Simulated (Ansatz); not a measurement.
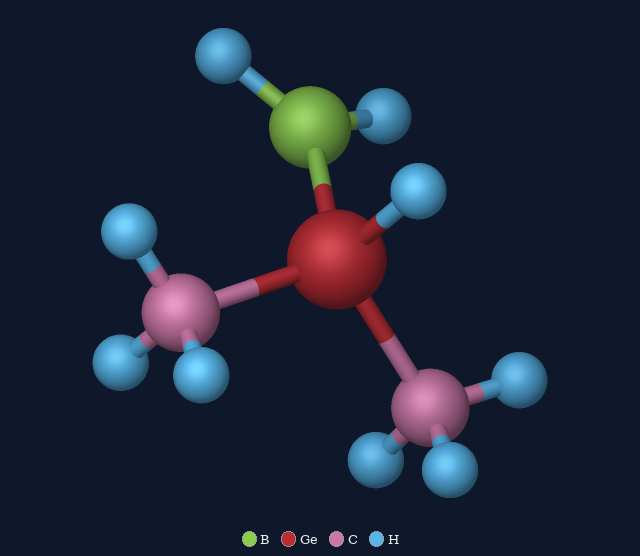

The picture shows a molecular structure as a ball-and-stick model. Every bond is drawn as one stick, whatever its order.

The geometry was computed by an optimisation with PBE0-D4/def2-TZVP. No frequency run is at hand to confirm it as a minimum.

What does the picture show?

It has 13 atoms: 2 carbon, 9 hydrogen, 1 boron and 1 germanium (C2H9BGe). As SMILES it reads `[BH2][GeH]([CH3])[CH3]`. Among its groups: B–H bond. This geometry has Cs symmetry. Coordination: 1 B trigonal planar; 1 Ge tetrahedral; 2 C tetrahedral.

The parts below concern this one geometry. Atoms keep their numbers from picture to picture.

## Levels of theory compared

No frequency run is at hand to confirm it as a minimum. Program: Ansatz 0.2.0.

Compare HOMO–LUMO gap (eV), HOMO energy (eV) at these levels: B3LYP-D4/def2-TZVPP; PBE-D4/def2-TZVPP; PBE0-D4/def2-TZVPP; r2SCAN-D4/def2-TZVPP; ωB97M-V/def2-TZVPP; ωB97X-V/def2-TZVPP.

```json
{"level": "B3LYP-D4/def2-TZVPP", "HOMO–LUMO gap (eV)": "5.15", "HOMO energy (eV)": "−7.55"}
{"level": "PBE-D4/def2-TZVPP", "HOMO–LUMO gap (eV)": "3.38", "HOMO energy (eV)": "−6.55"}
{"level": "PBE0-D4/def2-TZVPP", "HOMO–LUMO gap (eV)": "5.56", "HOMO energy (eV)": "−7.74"}
{"level": "r2SCAN-D4/def2-TZVPP", "HOMO–LUMO gap (eV)": "3.99", "HOMO energy (eV)": "−6.81"}
{"level": "ωB97M-V/def2-TZVPP", "HOMO–LUMO gap (eV)": "9.64", "HOMO energy (eV)": "−9.90"}
{"level": "ωB97X-V/def2-TZVPP", "HOMO–LUMO gap (eV)": "10.08", "HOMO energy (eV)": "−10.07"}
```

## Dipole moment

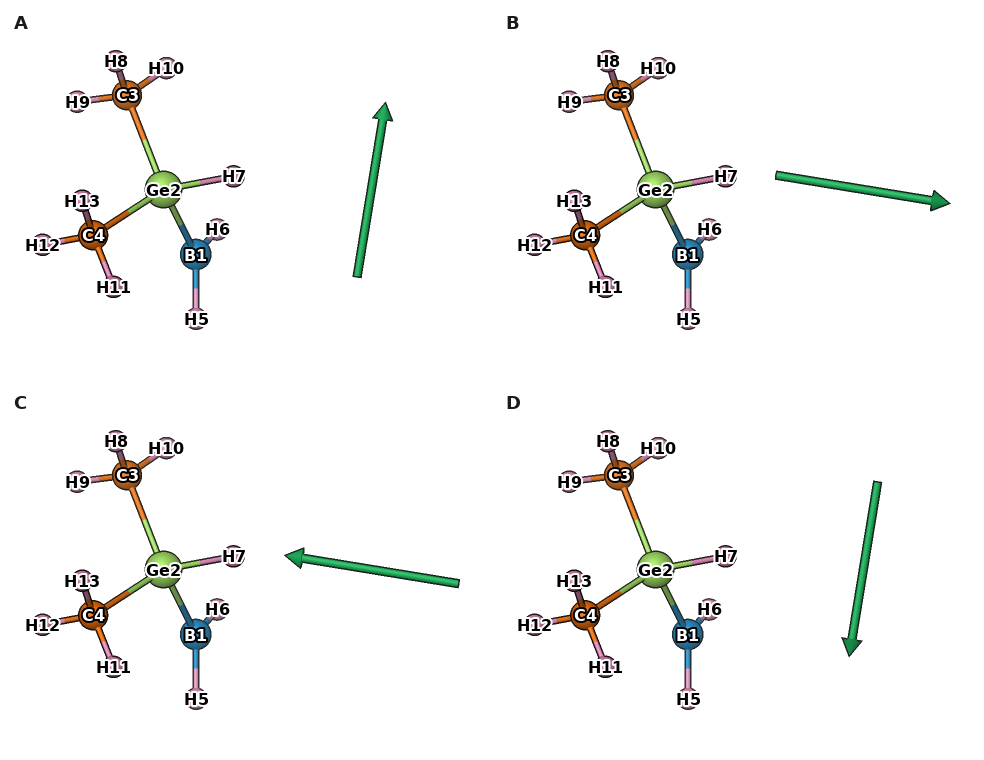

The same molecule four times, each with an arrow. No frequency run is at hand to confirm it as a minimum. Properties computed with RKS PBE0-D4/def2-TZVP (Ansatz 0.2.0).

**Which arrow points along the dipole moment, from the negative to the positive end?**

C. The dipole moment is 0.57 D; it points from the side of H7 to the side of H9, H12 (the outermost atoms at the two ends).

## Charges

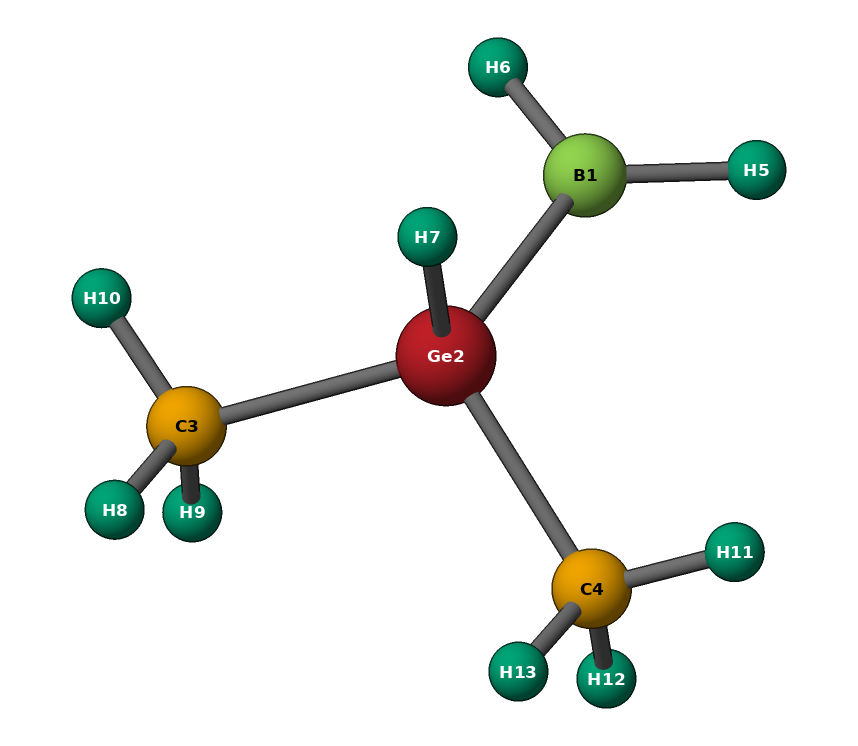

The questions are on Mulliken charges. No frequency run is at hand to confirm it as a minimum. Method: RKS B3LYP-D4/def2-TZVPP (Ansatz 0.2.0).

List the Mulliken charges.

| atom | value (e) |
| --- | --- |
| B1 | −0.08 |
| Ge2 | 0.19 |
| C3 | −0.39 |
| C4 | −0.39 |
| H5 | 0.05 |
| H6 | 0.05 |
| H7 | −0.05 |
| H8 | 0.10 |
| H9 | 0.10 |
| H10 | 0.10 |
| H11 | 0.10 |
| H12 | 0.10 |
| H13 | 0.10 |

Mulliken values depend strongly on the basis set and can even reverse the polarity of a bond.
